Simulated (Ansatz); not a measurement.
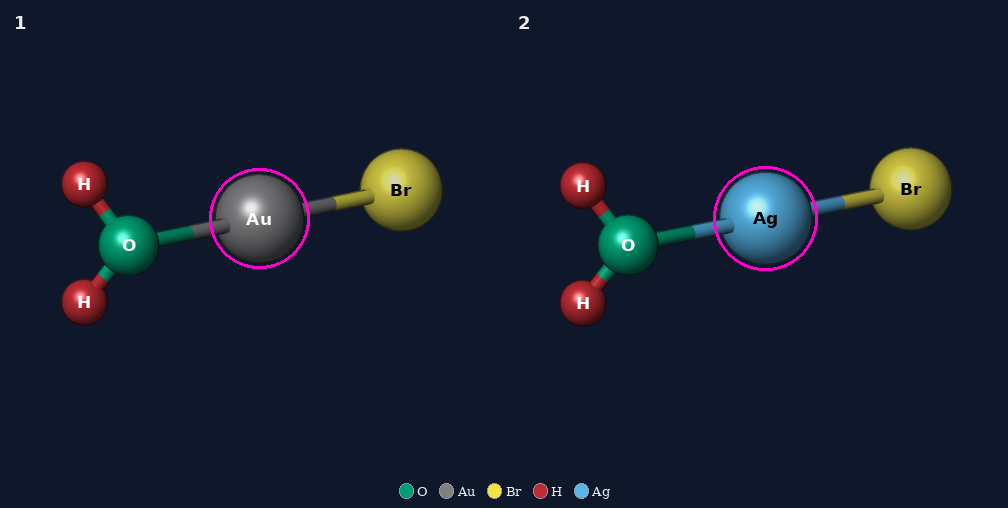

2 molecules with one skeleton, seen from the same side and at one scale; the atom that differs is circled. Charge 0, singlet. Computed geometries: PBE0-D4/def2-TZVP optimisations, one conformation each. Properties computed with Ansatz 0.2.0. Elements past Kr carry core potentials.

One atom differs, called X below: Au in panel 1, Ag in panel 2. Their formulas are AuBrH2O (`[OH2+][Au-][Br]`), AgBrH2O (`[OH2+][Ag-][Br]`).

In which is the HOMO–LUMO gap larger (PBE-D4/def2-TZVPP)?

Answer. In panel 1 (X = Au).

In which is the length of X–O larger (PBE0-D4/def2-TZVP)?

Answer. In panel 2 (X = Ag).

Give the values. With PBE0-D4/def2-TZVP: length of X–Br (Å), length of X–O (Å), angle O–X–Br (°). With PBE-D4/def2-TZVPP: dipole moment (D), HOMO energy (Kohn–Sham orbital) (eV), HOMO–LUMO gap (eV).

```json
{"quantity": "length of X–Br (Å)", "1 (Au)": "2.341", "2 (Ag)": "2.393", "2 − 1": "+0.052"}
{"quantity": "length of X–O (Å)", "1 (Au)": "2.165", "2 (Ag)": "2.234", "2 − 1": "+0.069"}
{"quantity": "angle O–X–Br (°)", "1 (Au)": "179.8", "2 (Ag)": "178.9", "2 − 1": "−0.9"}
{"quantity": "dipole moment (D)", "1 (Au)": "7.20", "2 (Ag)": "8.23", "2 − 1": "+1.03"}
{"quantity": "HOMO energy (Kohn–Sham orbital) (eV)", "1 (Au)": "−5.66", "2 (Ag)": "−5.50", "2 − 1": "+0.16"}
{"quantity": "HOMO–LUMO gap (eV)", "1 (Au)": "3.09", "2 (Ag)": "2.97", "2 − 1": "−0.12"}
```
